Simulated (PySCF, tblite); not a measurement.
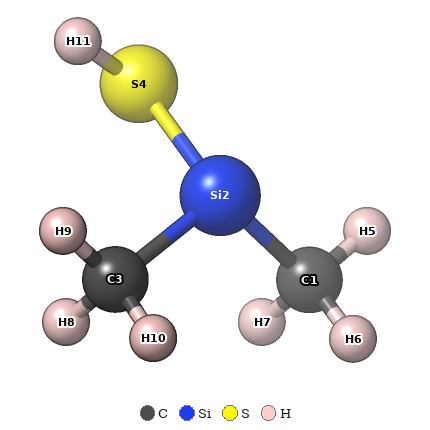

First-order isotropic EPR spectrum (fast tumbling, first derivative) of C₂H₇SSi, SMILES C[Si](C)S, doublet at 9.30 GHz, Lorentzian lines of 0.03 mT full width at half height, from computed g and hyperfine couplings (B3LYP/pcH-1, PySCF 2.14.0, at a GFN2-xTB geometry (a minimum by its frequencies), gas phase); values of one conformer, averaged over methyl-type rotors alone; no vibrational averaging; dilute isotopes left out. The SMILES is one Lewis form and needn't show where the spin sits.

Give g and the hyperfine couplings.

g_iso = 2.0046, which centres the spectrum at 331.5 mT; it spans 3.3 mT.

```
     nuclei  isotope  a (mT)  a (MHz)
 H5, H6, H7       ¹H    0.57     15.9
H8, H9, H10       ¹H    0.51     14.4
        H11       ¹H    0.07      1.9
```

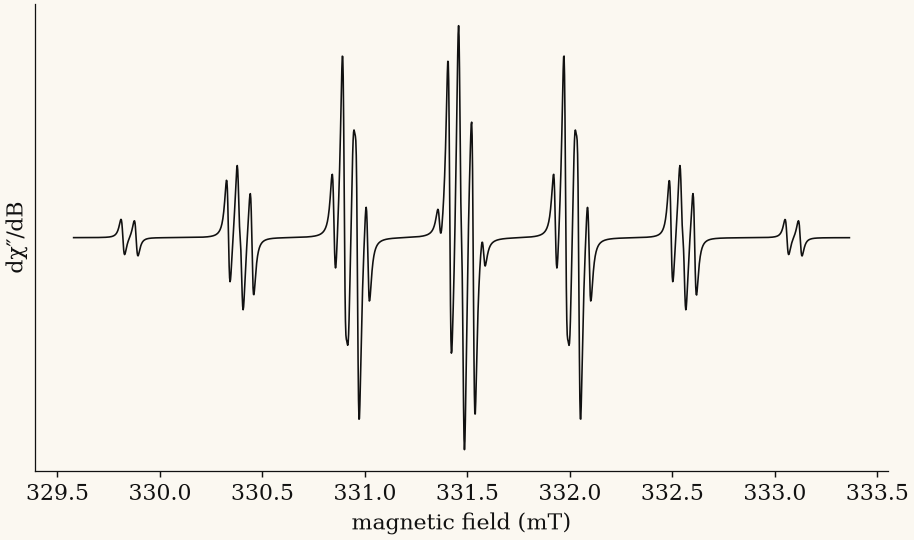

Caveats: the tight-binding geometry is rougher than a DFT one and adds to the error.
